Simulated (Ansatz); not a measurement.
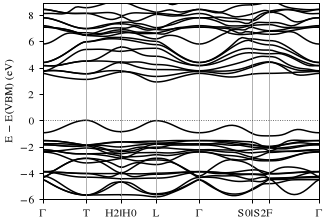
*Band structure from plane-wave PAW r²SCAN (Ansatz code)*

Question: Read off the gap and where the band edges lie.

Answer: About 2.9 eV (2.91 eV by a search for the band edges); maximum at T, minimum at L.

Question: Which of these materials gives this?
(A) Cr2O3, corundum
(B) LuAgO2, R-3m (Lu on 3b, Ag on 3a, O on 6c)
(C) KNdO2, R-3m (K on 3a, Nd on 3b, O on 6c)
(D) Ba2TaBiO6, R-3 (Ba on 6c, Ta on 3b, Bi on 3a, O on 18f)

Answer: D, Ba2TaBiO6, R-3 (Ba on 6c, Ta on 3b, Bi on 3a, O on 18f)

The workflow started from a Materials Project entry (that database holds measured and hypothetical structures alike); the Crystallography Open Database copy checked does not list it. Its standing as an ambient phase is unchecked. The cell was relaxed with r²SCAN under the symmetry of its start; its stability against distortions is not shown here. The run is not spin-polarised. Scalar-relativistic: spin–orbit coupling is off unless named, which matters more the heavier the elements.

Potentials: the later of the program's two PAW sets.
